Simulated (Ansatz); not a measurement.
The compound is CsPdBr3 (cubic perovskite) (Pm-3m).

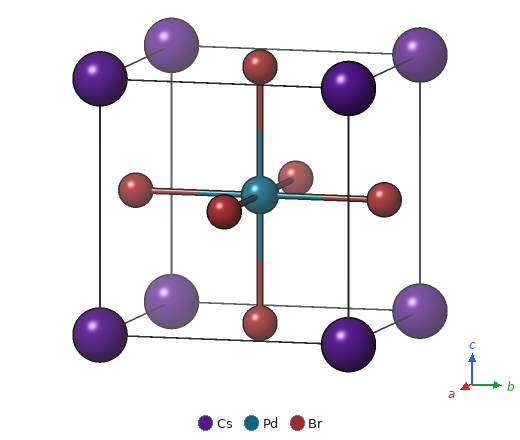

The structure (caesium purple, palladium blue, bromine red). Some periodic images of atoms are drawn too.

The structure was built from a prototype and need not be the compound's stable phase.

The structure is cubic, space group Pm-3m (No. 221). Conventional cell: a = 5.127 Å, b = 5.127 Å, c = 5.127 Å, α = 90.00°, β = 90.00°, γ = 90.00°. Nearest to Cs lie 12 Br at 3.63 Å. Nearest to Pd lie 6 Br at 2.56 Å. Br has 2 Pd at 2.56 Å and 4 Cs at 3.63 Å nearest. Farther neighbours and most contacts between anions are not listed.

```xyz
5
Lattice="0.0000 -5.1270 0.0000 0.0000 0.0000 5.1270 -5.1270 0.0000 0.0000" Properties=species:S:1:pos:R:3 pbc="T T T"
Cs    0.0000    0.0000    0.0000
Pd   -2.5635   -2.5635    2.5635
Br    0.0000   -2.5635    2.5635
Br   -2.5635   -2.5635    0.0000
Br   -2.5635    0.0000    2.5635
```

The structure was relaxed with LDA. The structure type comes from a generator and need not be one that this composition takes. The structure was generated from a model, not taken from a measurement. The runs that relaxed it are not among those shown. The program's search for lower electronic states was switched off, so nothing shows that the state found is the lowest. Spin-orbit coupling is left out unless a run names it. PAW set soft_2, made with PBE.

A constrained-RPA run (Ansatz 0.2.0; non-magnetic LDA; Pd d + anion p, bands v13 to c1, 4×4×4 mesh, medium accuracy) builds 14 functions on bands 8.4 eV wide, with 26.0 electrons in the window. The bare on-site interaction is 17.4 eV and the bare J 0.66 eV.

Q: What U and J survive the screening?

On the Pd d shell, U = 6.06 eV (35 % of the bare value), U′ = 5.05 eV, J = 0.50 eV.

The parent state is non-magnetic and the interaction static (zero frequency); U depends on the window and the orbitals, so it belongs to this model alone. A window that holds the anion p bands defines a model with explicit ligands; its U belongs to that model and is not the U of DFT+U.

[Paths, hosts, dates, memory and timing lines, banners, echoed tables and standing remarks are left out of the program output.]

[Logs are printed without paths, hosts, clocks, repeated set-up lines and the standing remarks that a program may print on its own settings, such as how far it seeks lower states.]

[Runs of the session that timed out or met a known fault of the program may be left out.]

[Hosts, paths, dates, database ids (printed as entryN), source tags and the programs' standing remarks are cut or masked in the printed files.]
